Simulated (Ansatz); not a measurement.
**C2H2Br2S: an energy map over bond length C3–Br4 and bond length C3–Br5**

Aim: map the energy of C₂H₂Br₂S, SMILES S=CC(Br)Br over two coordinates, and find its wells, ridges and stiffness.

Computed with Ansatz 0.2.0. Level: RKS PBE-D4/def2-SVP.

### 1 The system as given

SMILES `S=CC(Br)Br`, 7 atoms, charge 0, spin multiplicity 1.

Atoms are counted from 1 here; the program's logs count them from 0.

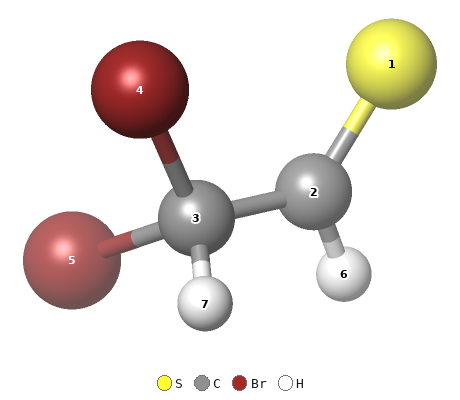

The starting geometry (sulfur yellow, carbon grey, bromine red, hydrogen white); atoms are numbered from 1 in the order of the file.

Geometry (Å):

```
S    -1.6114   -0.8387    1.3517
C    -0.4351    0.1255    0.7888
C     0.4459   -0.0940   -0.4094
Br    0.2604   -1.8028   -1.2907
Br    0.0756    1.4293   -1.6298
H    -0.1887    1.0883    1.2893
H     1.5145    0.0243   -0.1456
```

This geometry comes from a loose relaxation at PBE in a small basis, which is not shown.

### 2 Geometry optimisation

input.yaml reads:

```yaml
crystal:
  periodic: [false, false, false]
  atoms:
    - { symbol: S, position_ang: [-1.61142, -0.838655, 1.351689] }
    - { symbol: C, position_ang: [-0.435057, 0.125534, 0.788776] }
    - { symbol: C, position_ang: [0.445947, -0.093969, -0.40938] }
    - { symbol: Br, position_ang: [0.260421, -1.802845, -1.29067] }
    - { symbol: Br, position_ang: [0.075627, 1.429307, -1.629825] }
    - { symbol: H, position_ang: [-0.188712, 1.088302, 1.289291] }
    - { symbol: H, position_ang: [1.514494, 0.024326, -0.145581] }
basis:
  gaussian: { orbitals: def2-SVP }
hamiltonian:
  xc: pbe
  dispersion: d4
output:
  forces: true
relax:
  f_tol: 0.003
  max_steps: 120
```

On the command line:

```bash
ansatz run input.yaml --threads 1 --pin off --max-ram 2560MiB --backend cpu --events-out ev --progress --plain --runs-dir out
```

Standard output, cut to the lines that bear on the results:

```text
Warning: RAYON_NUM_THREADS=1 ignored (pool sized by the plan → 1); use --threads N
[...]
Functional definition: PBE
[...]
1327 factors; their error is unknown
[...]
mean field -152983.41827394 eV, -5622.0369256822 hartree, gradient 2.1e-5 eV, S^2 0.000000; 0 other end points of the search recorded, 0 dependent functions left out
[...]
reference -152983.41830365 eV, -5622.0369267738 hartree; 50, 50 occupied and 70, 70 virtual orbitals, 1327 factors
relax step   1: F+E_penalty+E_count = -152983.67997405 eV  Δ(F+E_penalty+E_count) = +0.000e0 eV  max|allowed force component| = 7.436e-3 eV/Å  Δτ_max = 0.0000 Å  (28 SCF iters, accepted)
[...]
relax step   2: F+E_penalty+E_count = -152983.67997637 eV  Δ(F+E_penalty+E_count) = -2.321e-6 eV  max|allowed force component| = 3.495e-3 eV/Å  Δτ_max = 0.0004 Å  (20 SCF iters, accepted)
[...]
relax step   3: F+E_penalty+E_count = -152983.67997645 eV  Δ(F+E_penalty+E_count) = -8.199e-8 eV  max|allowed force component| = 1.775e-3 eV/Å  Δτ_max = 0.0003 Å  (20 SCF iters, accepted)
1327 factors; their error is unknown
[...]
mean field -152983.41827489 eV, -5622.0369257170 hartree, gradient 3.7e-5 eV, S^2 0.000000; 1 other end points of the search recorded, 0 dependent functions left out
[...]
reference -152983.41830460 eV, -5622.0369268087 hartree; 50, 50 occupied and 70, 70 virtual orbitals, 1327 factors
Total energy: -152983.68000616 eV, -5622.0465441636 hartree
Atom 0 at    -1.611098    -0.838775     1.351494 Å, force    -0.000669     0.000353    -0.000169 eV/Å
Atom 1 at    -0.435194     0.125718     0.788821 Å, force     0.001438    -0.001775     0.001644 eV/Å
Atom 2 at     0.445834    -0.093777    -0.409354 Å, force    -0.000393     0.001241    -0.000697 eV/Å
Atom 3 at     0.260181    -1.802996    -1.290583 Å, force     0.000133     0.000121    -0.000238 eV/Å
Atom 4 at     0.075953     1.429180    -1.630219 Å, force     0.000121    -0.000465     0.000144 eV/Å
Atom 5 at    -0.188804     1.088097     1.289830 Å, force    -0.000524     0.000827    -0.000705 eV/Å
Atom 6 at     1.514429     0.024552    -0.145688 Å, force    -0.000105    -0.000302     0.000022 eV/Å
Dipole moment:     0.276698     0.169832     0.121653 e Å
```

It took 16 s on 1 thread of Arm Neoverse V1, shared host; peak memory 0.17 GiB.

The steps of the relaxation:

| step | energy from step 1 (eV) | largest force component (eV/Å) |
| --- | --- | --- |
| 1 | 0.0000 | 0.0074 |
| 2 | 0.0000 | 0.0035 |
| 3 | 0.0000 | 0.0018 |

Bonds that changed most:

| bond | before (Å) | after (Å) | change (Å) |
| --- | --- | --- | --- |
| C3–Br4 | 1.932 | 1.932 | +0.000 |
| S1–C2 | 1.622 | 1.622 | -0.000 |
| C2–H6 | 1.113 | 1.113 | -0.000 |
| C3–Br5 | 1.987 | 1.987 | -0.000 |
| C2–C3 | 1.503 | 1.503 | +0.000 |
| C3–H7 | 1.107 | 1.107 | +0.000 |

### 3 Setting up the map

- bond length C3–Br4: 11 values from 1.700 to 2.415 Å
- bond length C3–Br5: 11 values from 1.669 to 2.583 Å

Nothing else is relaxed (all other coordinates rigid). Energies count from the relaxed molecule at the same level.

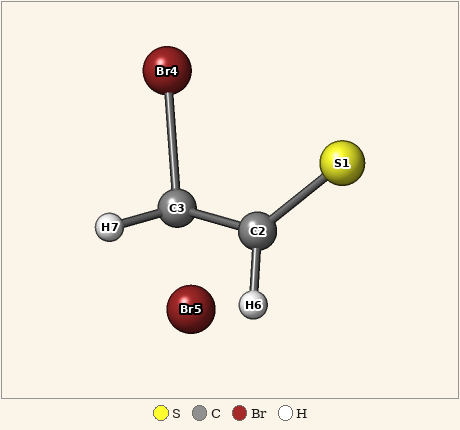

The geometry at bond length C3–Br4 = 2.058 Å, bond length C3–Br5 = 2.308 Å.

Below, 3 of the grid's runs; all are launched alike.

### 4 Grid point bond length C3–Br4 = 1.915 Å, bond length C3–Br5 = 2.034 Å

input.yaml reads:

```yaml
crystal:
  periodic: [false, false, false]
  atoms:
    - { symbol: S, position_ang: [-1.611098, -0.838775, 1.351494] }
    - { symbol: C, position_ang: [-0.435194, 0.125718, 0.788821] }
    - { symbol: C, position_ang: [0.445834, -0.093777, -0.409354] }
    - { symbol: Br, position_ang: [0.261811, -1.787993, -1.282848] }
    - { symbol: Br, position_ang: [0.067134, 1.46549, -1.659326] }
    - { symbol: H, position_ang: [-0.188804, 1.088097, 1.28983] }
    - { symbol: H, position_ang: [1.514429, 0.024552, -0.145688] }
basis:
  gaussian: { orbitals: def2-SVP }
hamiltonian:
  xc: pbe
  dispersion: d4
output:
  forces: true
```

On the command line:

```bash
ansatz run input.yaml --threads 1 --pin off --max-ram 2560MiB --backend cpu --events-out ev --progress --plain --runs-dir out
```

Standard output, cut to the lines that bear on the results:

```text
Warning: RAYON_NUM_THREADS=1 ignored (pool sized by the plan → 1); use --threads N
[...]
Functional definition: PBE
[...]
1327 factors; their error is unknown
[...]
mean field -152983.40460783 eV, -5622.0364234618 hartree, gradient 2.2e-5 eV, S^2 0.000000; 0 other end points of the search recorded, 0 dependent functions left out
[...]
reference -152983.40463762 eV, -5622.0364245564 hartree; 50, 50 occupied and 70, 70 virtual orbitals, 1327 factors
Total energy: -152983.66524491 eV, -5622.0460016976 hartree
Atom 0 at    -1.611098    -0.838775     1.351494 Å, force    -0.002391    -0.012821     0.001394 eV/Å
Atom 1 at    -0.435194     0.125718     0.788821 Å, force     0.019991     0.116069    -0.079789 eV/Å
Atom 2 at     0.445834    -0.093777    -0.409354 Å, force    -0.089243     0.329252    -0.097713 eV/Å
Atom 3 at     0.261811    -1.787993    -1.282848 Å, force    -0.026320    -0.150161    -0.132750 eV/Å
Atom 4 at     0.067134     1.465490    -1.659326 Å, force     0.105463    -0.385908     0.352325 eV/Å
Atom 5 at    -0.188804     1.088097     1.289830 Å, force    -0.001264    -0.002591     0.002859 eV/Å
Atom 6 at     1.514429     0.024552    -0.145688 Å, force    -0.006236     0.106160    -0.046326 eV/Å
Dipole moment:     0.275163     0.134190     0.134122 e Å
```

Run time: 4.3 s. Hardware: 1 thread of Arm Neoverse V1, shared host; peak memory 0.16 GiB.

On the map this point reads 0.34 kcal/mol.

### 5 The run at bond length C3–Br4 = 2.058 Å, bond length C3–Br5 = 2.308 Å

input.yaml: that of step 4 with these lines changed.

```diff
@@ -6,4 +6,4 @@
     - { symbol: C, position_ang: [0.445834, -0.093777, -0.409354] }
-    - { symbol: Br, position_ang: [0.261811, -1.787993, -1.282848] }
-    - { symbol: Br, position_ang: [0.067134, 1.46549, -1.659326] }
+    - { symbol: Br, position_ang: [0.248069, -1.914506, -1.348075] }
+    - { symbol: Br, position_ang: [0.01612, 1.675538, -1.82771] }
     - { symbol: H, position_ang: [-0.188804, 1.088097, 1.28983] }
```

On the command line:

```bash
ansatz run input.yaml --threads 1 --pin off --max-ram 2560MiB --backend cpu --events-out ev --progress --plain --runs-dir out
```

Standard output, cut to the lines that bear on the results:

```text
Warning: RAYON_NUM_THREADS=1 ignored (pool sized by the plan → 1); use --threads N
[...]
Functional definition: PBE
[...]
1327 factors; their error is unknown
[...]
mean field -152982.84023092 eV, -5622.0156829929 hartree, gradient 3.7e-5 eV, S^2 0.000000; 1 other end points of the search recorded, 0 dependent functions left out
[...]
reference -152982.84026169 eV, -5622.0156841236 hartree; 50, 50 occupied and 70, 70 virtual orbitals, 1327 factors
Total energy: -152983.08724737 eV, -5622.0247606801 hartree
Atom 0 at    -1.611098    -0.838775     1.351494 Å, force    -0.025020    -0.060664     0.033049 eV/Å
Atom 1 at    -0.435194     0.125718     0.788821 Å, force     0.117647     0.126531    -0.810620 eV/Å
Atom 2 at     0.445834    -0.093777    -0.409354 Å, force    -0.796174    -0.470219    -0.904404 eV/Å
Atom 3 at     0.248069    -1.914506    -1.348075 Å, force     0.158966     1.835580     0.769290 eV/Å
Atom 4 at     0.016120     1.675538    -1.827710 Å, force     0.421593    -1.644706     1.343813 eV/Å
Atom 5 at    -0.188804     1.088097     1.289830 Å, force     0.058536     0.004342    -0.006026 eV/Å
Atom 6 at     1.514429     0.024552    -0.145688 Å, force     0.064451     0.209136    -0.425102 eV/Å
Dipole moment:     0.238652     0.041542     0.279195 e Å
```

Run time: 5.2 s. Hardware: 1 thread of Arm Neoverse V1, shared host; peak memory 0.16 GiB.

Energy on the map's scale: 13.7 kcal/mol.

### 6 Grid point bond length C3–Br4 = 2.129 Å, bond length C3–Br5 = 1.852 Å

input.yaml: that of step 5 with these lines changed.

```diff
@@ -6,4 +6,4 @@
     - { symbol: C, position_ang: [0.445834, -0.093777, -0.409354] }
-    - { symbol: Br, position_ang: [0.248069, -1.914506, -1.348075] }
-    - { symbol: Br, position_ang: [0.01612, 1.675538, -1.82771] }
+    - { symbol: Br, position_ang: [0.241246, -1.977321, -1.38046] }
+    - { symbol: Br, position_ang: [0.10102, 1.325968, -1.54748] }
     - { symbol: H, position_ang: [-0.188804, 1.088097, 1.28983] }
```

On the command line:

```bash
ansatz run input.yaml --threads 1 --pin off --max-ram 2560MiB --backend cpu --events-out ev --progress --plain --runs-dir out
```

Standard output, cut to the lines that bear on the results:

```text
Warning: RAYON_NUM_THREADS=1 ignored (pool sized by the plan → 1); use --threads N
[...]
Functional definition: PBE
[...]
1327 factors; their error is unknown
[...]
mean field -152983.08124991 eV, -5622.0245402775 hartree, gradient 2.1e-5 eV, S^2 0.000000; 0 other end points of the search recorded, 0 dependent functions left out
[...]
reference -152983.08127967 eV, -5622.0245413711 hartree; 50, 50 occupied and 70, 70 virtual orbitals, 1327 factors
Total energy: -152983.34117583 eV, -5622.0340923789 hartree
Atom 0 at    -1.611098    -0.838775     1.351494 Å, force    -0.003875     0.058392     0.012221 eV/Å
Atom 1 at    -0.435194     0.125718     0.788821 Å, force    -0.087229    -0.663649     0.092172 eV/Å
Atom 2 at     0.445834    -0.093777    -0.409354 Å, force     0.243653    -1.851493     0.448411 eV/Å
Atom 3 at     0.241246    -1.977321    -1.380460 Å, force     0.184626     1.558886     0.947938 eV/Å
Atom 4 at     0.101020     1.325968    -1.547480 Å, force    -0.434085     1.427559    -1.526619 eV/Å
Atom 5 at    -0.188804     1.088097     1.289830 Å, force     0.032169     0.012918    -0.012549 eV/Å
Atom 6 at     1.514429     0.024552    -0.145688 Å, force     0.064740    -0.542614     0.038426 eV/Å
Dipole moment:     0.269055     0.348087     0.123114 e Å
```

Wall time 4.1 s (1 thread of Arm Neoverse V1, shared host); peak memory 0.16 GiB.

That is 7.8 kcal/mol from the zero.

### 7 All points together

121 points were computed. Energies in kcal/mol, from the relaxed molecule at the same level:

| bond length C3–Br5 (Å) ↓, bond length C3–Br4 (Å) → | 1.700 | 1.772 | 1.843 | 1.915 | 1.986 | 2.058 | 2.129 | 2.200 | 2.272 | 2.343 | 2.415 |
| --- | --- | --- | --- | --- | --- | --- | --- | --- | --- | --- | --- |
| 2.583 | 33.0 | 26.0 | 23.0 | 22.8 | 24.6 | 27.8 | 31.7 | 36.3 | 41.2 | 46.2 | 51.2 |
| 2.491 | 29.0 | 21.8 | 18.7 | 18.4 | 20.0 | 23.0 | 26.9 | 31.4 | 36.2 | 41.1 | 46.1 |
| 2.400 | 25.2 | 17.8 | 14.4 | 13.9 | 15.4 | 18.4 | 22.1 | 26.5 | 31.2 | 36.0 | 41.0 |
| 2.308 | 21.6 | 13.8 | 10.3 | 9.6 | 10.9 | 13.7 | 17.3 | 21.6 | 26.2 | 30.9 | 35.7 |
| 2.217 | 18.4 | 10.4 | 6.6 | 5.6 | 6.7 | 9.3 | 12.8 | 16.9 | 21.5 | 26.1 | 30.8 |
| 2.126 | 16.2 | 7.7 | 3.6 | 2.4 | 3.2 | 5.6 | 8.9 | 12.9 | 17.3 | 21.8 | 26.4 |
| 2.034 | 15.3 | 6.4 | 1.9 | 0.3 | 1.0 | 3.1 | 6.2 | 10.0 | 14.2 | 18.6 | 23.1 |
| 1.943 | 16.6 | 7.2 | 2.3 | 0.4 | 0.7 | 2.6 | 5.5 | 9.0 | 13.0 | 17.3 | 21.6 |
| 1.852 | 21.2 | 11.4 | 6.0 | 3.7 | 3.7 | 5.2 | 7.8 | 11.1 | 14.9 | 18.9 | 23.1 |
| 1.760 | 31.2 | 20.8 | 14.9 | 12.2 | 11.7 | 12.9 | 15.1 | 18.1 | 21.6 | 25.4 | 29.3 |
| 1.669 | 48.8 | 37.8 | 31.4 | 28.1 | 27.2 | 27.9 | 29.8 | 32.4 | 35.6 | 39.0 | 42.7 |

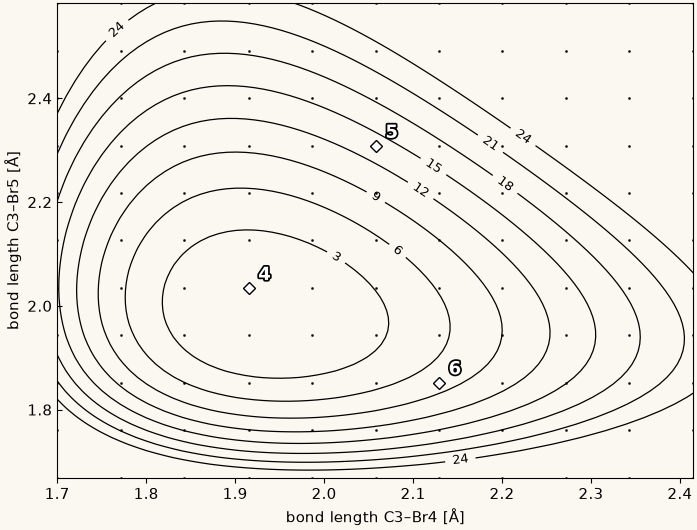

The map; numbers mark the steps of this session that print a point's run. Drawn: contour lines labelled in kcal/mol, dots at the grid points.

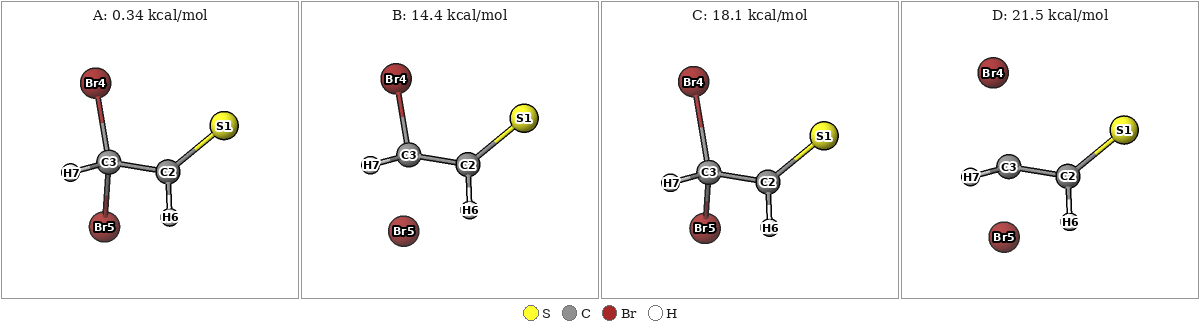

Structures on the grid, at one scale: A at bond length C3–Br4 = 1.915 Å, bond length C3–Br5 = 2.034 Å; B at bond length C3–Br4 = 1.843 Å, bond length C3–Br5 = 2.400 Å; C at bond length C3–Br4 = 2.200 Å, bond length C3–Br5 = 1.760 Å; D at bond length C3–Br4 = 2.272 Å, bond length C3–Br5 = 2.217 Å.

On the same grid, largest force on an atom (eV/Å):

| bond length C3–Br5 (Å) ↓, bond length C3–Br4 (Å) → | 1.700 | 1.772 | 1.843 | 1.915 | 1.986 | 2.058 | 2.129 | 2.200 | 2.272 | 2.343 | 2.415 |
| --- | --- | --- | --- | --- | --- | --- | --- | --- | --- | --- | --- |
| 2.583 | 5.8 | 2.9 | 2.1 | 2.1 | 2.2 | 2.2 | 2.6 | 2.9 | 3.0 | 3.1 | 3.0 |
| 2.491 | 5.9 | 3.0 | 2.0 | 2.1 | 2.2 | 2.2 | 2.6 | 2.8 | 3.0 | 3.0 | 3.0 |
| 2.400 | 6.0 | 3.1 | 2.0 | 2.1 | 2.2 | 2.2 | 2.5 | 2.8 | 2.9 | 3.0 | 3.0 |
| 2.308 | 6.2 | 3.3 | 1.9 | 2.0 | 2.1 | 2.2 | 2.4 | 2.7 | 2.9 | 2.9 | 2.9 |
| 2.217 | 6.4 | 3.5 | 1.6 | 1.8 | 1.9 | 2.0 | 2.4 | 2.6 | 2.8 | 2.8 | 2.8 |
| 2.126 | 6.7 | 3.7 | 1.6 | 1.3 | 1.4 | 1.8 | 2.3 | 2.6 | 2.7 | 2.8 | 2.8 |
| 2.034 | 6.9 | 3.9 | 1.8 | 0.5 | 0.9 | 1.6 | 2.1 | 2.4 | 2.6 | 2.7 | 2.7 |
| 1.943 | 7.2 | 4.2 | 2.0 | 0.7 | 0.7 | 1.5 | 2.0 | 2.3 | 2.5 | 2.6 | 2.6 |
| 1.852 | 7.6 | 4.5 | 2.8 | 2.6 | 2.4 | 2.3 | 2.1 | 2.2 | 2.4 | 2.5 | 2.5 |
| 1.760 | 7.9 | 6.0 | 5.8 | 5.6 | 5.3 | 5.2 | 5.0 | 4.8 | 4.7 | 4.6 | 4.5 |
| 1.669 | 10.8 | 10.5 | 10.2 | 10.0 | 9.7 | 9.5 | 9.3 | 9.1 | 8.9 | 8.8 | 8.6 |

### 8 Outcome

| quantity | value |
| --- | --- |
| lowest point | bond length C3–Br4 = 1.915 Å, bond length C3–Br5 = 2.034 Å, 0.34 kcal/mol |
| highest computed point | bond length C3–Br4 = 2.415 Å, bond length C3–Br5 = 2.583 Å, 50.9 kcal/mol above the lowest |
| largest force on an atom (eV/Å) | 0.5 at bond length C3–Br4 = 1.915 Å, bond length C3–Br5 = 2.034 Å to 10.8 at bond length C3–Br4 = 1.700 Å, bond length C3–Br5 = 1.669 Å; 0.5 at the lowest point |
| time for the whole task | 12 min on 1 thread, shared host |

The lowest computed point is at bond length C3–Br4 = 1.915 Å, bond length C3–Br5 = 2.034 Å, 0.34 kcal/mol from the relaxed molecule at the same level. No other kind of well shows on this grid. The highest computed point, bond length C3–Br4 = 2.415 Å, bond length C3–Br5 = 2.583 Å, lies 50.9 kcal/mol above the lowest. Round the minimum the valley is somewhat tilted: raising bond length C3–Br4 shifts the best value of bond length C3–Br5 downwards (coupling k₁₂/√(k₁₁k₂₂) about 0.1).
